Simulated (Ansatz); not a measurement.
# Fields on a plane of Cu (fcc, Cu type)

```
CELL_PARAMETERS angstrom
      0.00000     1.81485     1.81485
      1.81485     0.00000     1.81485
      1.81485     1.81485     0.00000
ATOMIC_POSITIONS crystal
  Cu 0.00000 0.00000 0.00000
```

The slice is a {100} plane (indices of the conventional cell) through the point (0.000, 0.000, 0.000) (fractional), spanned by u = [100] and v = [0 1 -1] in vectors of this cell: u (2.57 Å) and v (2.57 Å, at 90° to u). It covers one period; positions are fractions (u, v).

Atoms on it: Cu at (0.00, 0.00).

These are PBE (plane waves to 420 eV, PAW, scalar-relativistic; Ansatz, a first-principles code) values and carry that method's errors. k mesh 22×22×22. Near the nuclei the fields are pseudised (PAW); where an atom keeps semicore shells as valence, they peak there. Cu is run without spin polarisation. Cu was relaxed with its symmetry unable to fall.

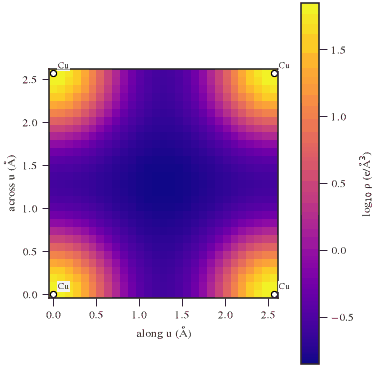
*Log₁₀ of the valence density in e/Å³, one period of the plane, atoms marked. The scale is logarithmic, as a density can span decades between atoms and voids.*

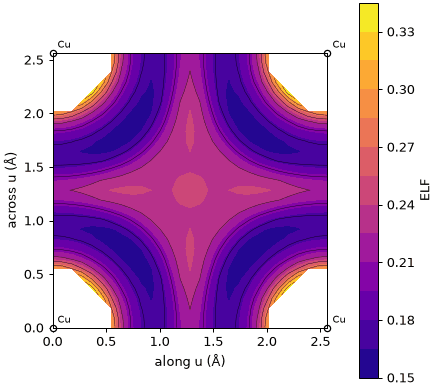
Fig. 1. Electron localisation function (ELF), one period of the plane, atoms marked. Points within 0.5 Å of a nucleus are left white, as the pseudised field means little there.

- Density on the Cu–Cu line (2.57 Å) at its midpoint: 0.26 e/Å³
- ELF at that point: 0.22
